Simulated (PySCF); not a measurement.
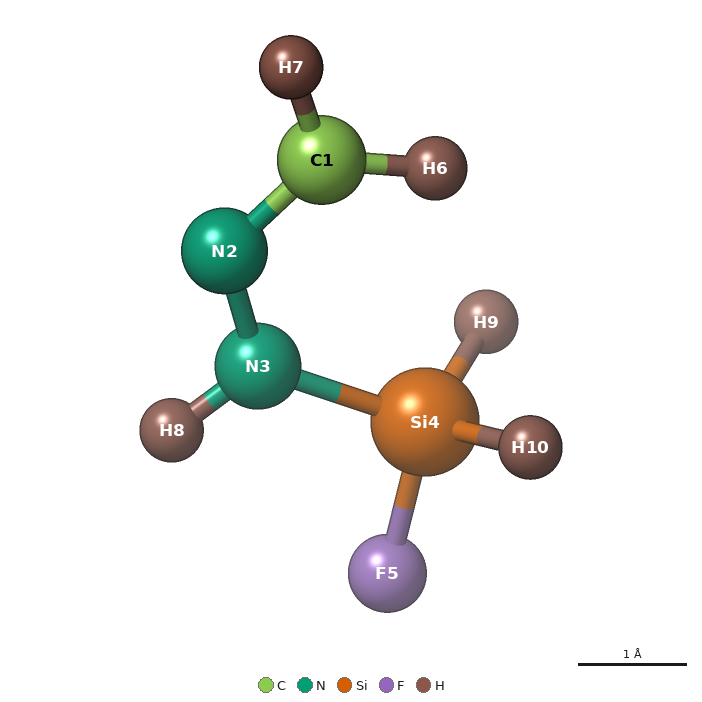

Orthographic view. Distant atoms are faded towards the background colour. The computed structure is the end point of a PBE0-D3(BJ)/def2-SVP optimisation. No frequency run is at hand to confirm it as a minimum.

Give the geometry as a Z-matrix, atoms in numerical order, with these reference atoms: 2 to 1; 3 to 2, 1; 4 to 3, 2, 1; 5 to 4, 3, 2; 6 to 1, 2, 3; 7 to 1, 6, 2; 8 to 3, 2, 1; 9 to 4, 5, 3; 10 to 4, 9, 5.

```
C  
N    1   1.274
N    2   1.344   1   119.8
Si   3   1.748   2   129.6   1     3.6
F    4   1.622   3   102.8   2   176.3
H    1   1.106   2   124.3   3     0.4
H    1   1.093   6   117.7   2  -179.7
H    3   1.015   2   112.3   1   179.9
H    4   1.488   5   108.8   3  -120.1
H    4   1.488   9   110.4   5   120.1
```
